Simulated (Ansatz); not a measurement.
**C (diamond type): how the settings move a single-point run**

How sensitive is a single-point run of C (diamond type) to its settings? A reference run comes first, then one run with altered input.

Computed with Ansatz 0.2.0 (reference: DFT, LDA, PAW with Ansatz's default frozen-core files, scalar-relativistic, unless a step's input says otherwise).

## (1) The structure to begin with

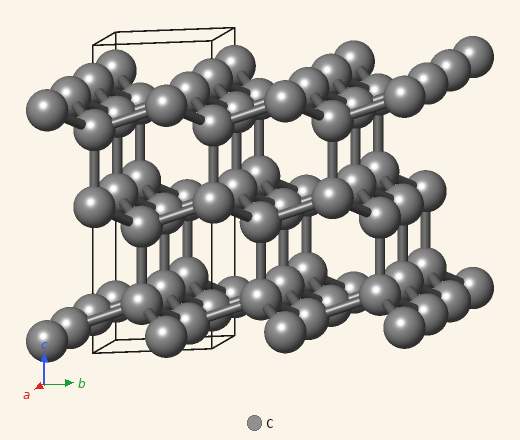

Start, viewed slightly off an axis; carbon grey. 3×3×1 cells are drawn. Atoms on the faces are drawn again on the opposite ones.

Coordinates:

```
CELL_PARAMETERS angstrom
0.00000 1.76586 -1.76586
-1.76586 0.00000 1.76586
3.53172 3.53172 3.53172
ATOMIC_POSITIONS crystal
C 0.33333 0.66667 0.20833
C 0.66667 0.33333 0.54167
C 0.00000 0.00000 0.87500
C 0.00000 0.00000 0.12500
C 0.33333 0.66667 0.45833
C 0.66667 0.33333 0.79167
```

## (2) Reference

The input, input.yaml:

```yaml
crystal:
  lattice:
    - [0.0, 1.7658614237, -1.7658614237]
    - [-1.7658614237, 0.0, 1.7658614237]
    - [3.5317228474, 3.5317228474, 3.5317228474]
  atoms:
    - { symbol: C, position: [0.333333333, 0.666666667, 0.208333333] }
    - { symbol: C, position: [0.666666667, 0.333333333, 0.541666667] }
    - { symbol: C, position: [0.0, 0.0, 0.875] }
    - { symbol: C, position: [0.0, 0.0, 0.125] }
    - { symbol: C, position: [0.333333333, 0.666666667, 0.458333333] }
    - { symbol: C, position: [0.666666667, 0.333333333, 0.791666667] }
kpoints:
  mp_grid: { grid: [14, 14, 5] }
scf:
  occupations: { method: fermi_dirac, width: 0.02 }
hamiltonian:
  xc: lda
  pseudopotentials: { kind: paw }
output:
  forces: true
  stress: true
  eigenvalues: true
```

Started as:

```console
> ansatz run input.yaml --threads 1 --pin off --max-ram 3584MiB --backend cpu --events-out ev --progress --plain --runs-dir out
```

From the output:

```text
[...]
Basis set: ecut = 420 eV, 603 PW (Γ)
[...]
k-points: 104 of 980
[...]
SCF iter   1: F=—  HF=-1457.958042 eV  |F-HF|=—  |Δ(HF+E_count)|=         —  Δρ=7.45e-3  dr2=6.74e-3  ethr=1.77e-3  ⟨swp⟩=6.0  Hψ=9586  notcnv=0
preconditioner: auto → none  [insulator: Δε(μ)=4.227 eV  Ē_g=17.300 eV  σ=0.020 eV  W_gap=1.00  n_scr=4 (ndim 8)  ℏωp=31.6 eV  f_vac=0.000  D(μ)=0.00/eV (n_scr^D=0)  ε∞_Penn≈4.3]
SCF iter   2: F=—  HF=-1457.956188 eV  |F-HF|=—  |Δ(HF+E_count)|=   1.85e-3  Δρ=3.56e-3  dr2=1.52e-3  ethr=2.81e-5  ⟨swp⟩=1.7  Hψ=2966  notcnv=0  defer=64
[...]
SCF iter   5: F=-1457.955776 eV  HF=-1457.955776 eV  |F-HF|=3.68e-10  |Δ(HF+E_count)|=   3.88e-9  Δρ=3.26e-6  dr2=1.18e-9  ethr=2.51e-10  ⟨swp⟩=2.1  Hψ=2967  notcnv=0  defer=12
SCF iter   6: F=-1457.955776 eV  HF=-1457.955776 eV  |F-HF|=4.46e-11  |Δ(HF+E_count)|=  2.32e-10  Δρ=1.16e-6  dr2=1.39e-10  ethr=4.92e-12  ⟨swp⟩=2.6  Hψ=5816  notcnv=0
[...]
SCF converged after 6 iterations
Free energy (F): -1457.955776 eV
[...]
E sigma→0 (E₀):  -1457.955776 eV
Fermi energy:    15.713975 eV
[...]
  P = ⅓ Tr σ = -0.0004 GPa (-0.004 kbar)
[...]
```

Wall time 3.7 s (1 thread of Arm Neoverse V1, shared host); peak memory 0.3 GiB.

## (3) Changed: mp_grid.grid [9, 9, 3]

Edit input.yaml of step 2 so:

```diff
@@ -13,3 +13,3 @@
 kpoints:
-  mp_grid: { grid: [14, 14, 5] }
+  mp_grid: { grid: [9, 9, 3] }
 scf:
```

Started as:

```console
> ansatz run input.yaml --threads 1 --pin off --max-ram 3584MiB --backend cpu --events-out ev --progress --plain --runs-dir out
```

The program printed:

```text
Engine: ansatz 0.2.0
Pseudopotentials: kind: paw
Pseudopotential: C, paw, valence charge 4, recommended cutoff 420 eV (normal)
Functional definition: SPW92
  exchange = slater_x
  correlation = pw_c
Crystal: 6 atoms, lattice volume = 33.039 Å³
Basis set: ecut = 420 eV, 603 PW (Γ)
Bands: 18, of which v1, the nominal top of the filled ones, is band 12 counted from 1 (11 counted from 0)
Symmetry: 36 space group operations
Space group: Fd-3m (ITA 227), of the structure as read, at distance tolerance 3.2e-5 Å
k-points: 31 of 243
Non-local potential: C, projectors of the file, l = 0: 2, l = 1: 2, l = 2: 1
PAW form: soft (Blöchl's): semilocal exchange-correlation on the pseudo side does not see the compensation charge
PAW frozen core: C, regenerated for the run's functional, and the local potential with it (the file was generated under x = pbe(κ = 0.804, μ = 0.2195149727645171), c = pbe(β = 0.06672455060314922))
PAW one-centre angular grid: C, 110 points (default); XC on 64 Gauss nodes
Initial density: superposition of atomic densities (neutral atoms: chi_scale 0, normalization atom), corrected by the library's trained network
Initial wavefunctions: pseudopotential atomic-orbital guess
Functional: x = slater, c = lda
SCF iter   1: F=—  HF=-1457.957781 eV  |F-HF|=—  |Δ(HF+E_count)|=         —  Δρ=7.44e-3  dr2=6.71e-3  ethr=1.77e-3  ⟨swp⟩=6.0  Hψ=2874  notcnv=0
preconditioner: auto → none  [insulator: Δε(μ)=4.187 eV  Ē_g=17.302 eV  σ=0.020 eV  W_gap=1.00  n_scr=4 (ndim 8)  ℏωp=31.6 eV  f_vac=0.000  D(μ)=0.00/eV (n_scr^D=0)  ε∞_Penn≈4.3]
SCF iter   2: F=—  HF=-1457.955923 eV  |F-HF|=—  |Δ(HF+E_count)|=   1.86e-3  Δρ=3.56e-3  dr2=1.52e-3  ethr=2.80e-5  ⟨swp⟩=1.6  Hψ=876  notcnv=0  defer=19
SCF iter   3: F=—  HF=-1457.955503 eV  |F-HF|=—  |Δ(HF+E_count)|=   4.20e-4  Δρ=5.57e-5  dr2=2.70e-7  ethr=6.34e-6  ⟨swp⟩=1.0  Hψ=513  notcnv=0  defer=2
automatic band count: iteration 3 solves 17 bands in place of 18: the levels show a gap, and the empty bands left out lie too high to hold charge; the band table lists the bands solved (type scf.n_extra_bands for more)
SCF iter   4: F=—  HF=-1457.955507 eV  |F-HF|=—  |Δ(HF+E_count)|=   3.84e-6  Δρ=2.33e-5  dr2=6.25e-8  ethr=1.12e-9  ⟨swp⟩=3.2  Hψ=1128  notcnv=0  defer=2
iter 5 did not close the SCF: its close was put off for the readings that it lacked (scf_convergence_deferred on its scf_iter line)
SCF iter   5: F=-1457.955507 eV  HF=-1457.955507 eV  |F-HF|=4.39e-10  |Δ(HF+E_count)|=   7.88e-9  Δρ=5.07e-6  dr2=1.86e-9  ethr=2.60e-10  ⟨swp⟩=2.1  Hψ=886  notcnv=0  defer=2
SCF iter   6: F=-1457.955507 eV  HF=-1457.955507 eV  |F-HF|=3.34e-11  |Δ(HF+E_count)|=  4.40e-10  Δρ=9.39e-7  dr2=9.82e-11  ethr=7.75e-12  ⟨swp⟩=2.8  Hψ=1364  notcnv=0
SCF 1 converged in 6 iterations: F = -1457.955507 eV  dr2 = 9.82e-11
SCF converged after 6 iterations
Free energy (F): -1457.955507 eV
Harris-Foulkes:  -1457.955507 eV  (|F-HF|=3.34e-11)
Internal energy: -1457.955507 eV  (E = F + TS)
E sigma→0 (E₀):  -1457.955507 eV
Fermi energy:    15.695062 eV
--- Per-component energies (eV) ---
  E_band       = 108.192075
  E_kinetic    = 559.515233
  E_local      = -366.663827  (includes V_loc(G=0)·N_el)
  E_nonlocal   = 167.334091
  E_hartree    = 78.479092
  E_xc         = -291.634408
  E_vxc        = -363.098679  (∫ρ·V_xc dr)
  E_paw        = -551.128497  (= ΣΔE_a)
  E_vpaw       = -45.852863  (= ΣTr[D̂ρ^β])
  E_aug_tail   = 0.000051  (compensation charges beyond the density's cutoff)
  E_ewald      = -1054.234237
  E_core_change = 0.376995  (= ΣΔE_core)
  E_smearing   = -0.000000  (= −TS)
  E_closure    = 0.000000  (closes the sum)
  Σ components = -1457.955507   (vs F -1457.955507, Δ=0.00e0)
--- Forces (eV/Å), atoms counted from 1 ---
  atom   1  C      0.00064519     0.00064519     0.00064519
  atom   2  C      0.00064519     0.00064519     0.00064519
  atom   3  C      0.00064519     0.00064519     0.00064519
  atom   4  C     -0.00064519    -0.00064519    -0.00064519
  atom   5  C     -0.00064519    -0.00064519    -0.00064519
  atom   6  C     -0.00064519    -0.00064519    -0.00064519
  max |Σ_I F_I| component: 1.11e-16 eV/Å
--- Stress (GPa, compression-positive) ---
        0.018438      -0.015850      -0.015850
       -0.015850       0.018438      -0.015850
       -0.015850      -0.015850       0.018438
  P = ⅓ Tr σ = 0.0184 GPa (0.184 kbar)
--- Band table (eV; the first three rows and the last of 31) ---
  k-point 0: bands = ["-8.1259", "-5.0445", "-5.0445", "4.0920", "4.0920", "11.2169", "11.2169", "11.2169", "11.2169", "13.6032", "13.6032", "13.6033", "19.2268", "19.2268", "19.2268", "21.9462", "21.9462"]
  k-point 1: bands = ["-7.7781", "-6.7411", "-2.8424", "0.7725", "7.8837", "10.7794", "10.7794", "11.5756", "12.0390", "12.0390", "13.0461", "13.0461", "19.9462", "19.9462", "20.3855", "21.2097", "21.2097"]
  k-point 2: bands = ["-7.8167", "-4.7467", "-4.7455", "4.3053", "4.3201", "9.3495", "10.1399", "10.5939", "11.3647", "11.9123", "12.8046", "13.2362", "19.4783", "20.2206", "20.3733", "20.8481", "22.0843"]
  k-point 30: bands = ["-0.3668", "-0.3668", "-0.3668", "1.8615", "1.8615", "1.8615", "5.1694", "5.1694", "5.1694", "7.9031", "7.9031", "7.9031", "21.4140", "21.4140", "21.4140", "24.9241", "24.9241"]
```

It took 1.1 s on 1 thread of Arm Neoverse V1, shared host; peak memory 0.26 GiB.

Changing the k-point mesh moves the energy by 0.0 meV/atom, and the gap on the mesh goes from 4.24 to 4.20 eV. Sampling errors of the energy have no fixed sign. A gap read on a mesh depends on which points the mesh holds, and a coarse mesh shifts the density too. Cost: 1.1 s against 3.7 s.

## (4) Side by side

```csv
run,ending,energy change,pressure (GPa),gap (eV),force (eV/Å),cycles,time
reference,converged,0,0.0,4.24,0.00,6,3.7 s
"1: mp_grid.grid [9, 9, 3]",converged,0.0 meV/atom,0.0,4.20,0.00,6,1.1 s
```

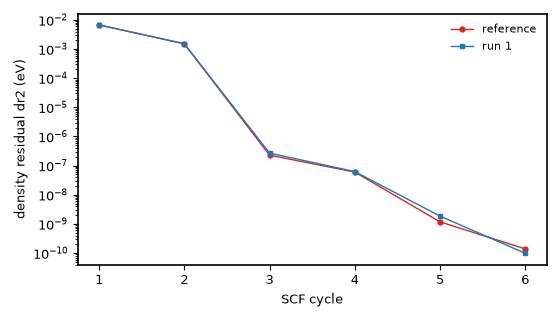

Residual by cycle in the longest SCF loop of each run; runs are numbered as in the table.

**Reading.** Changing the k-point mesh moves the energy by 0.0 meV/atom, and the gap on the mesh goes from 4.24 to 4.20 eV. The energy is not variational in the mesh, so the sign tells nothing. A gap read on a mesh depends on which points the mesh holds, and a coarse mesh shifts the density too. Cost: 1.1 s against 3.7 s.

These are semilocal Kohn-Sham gaps, which aren't the measured quantity. Such gaps usually fall short of the measured ones.
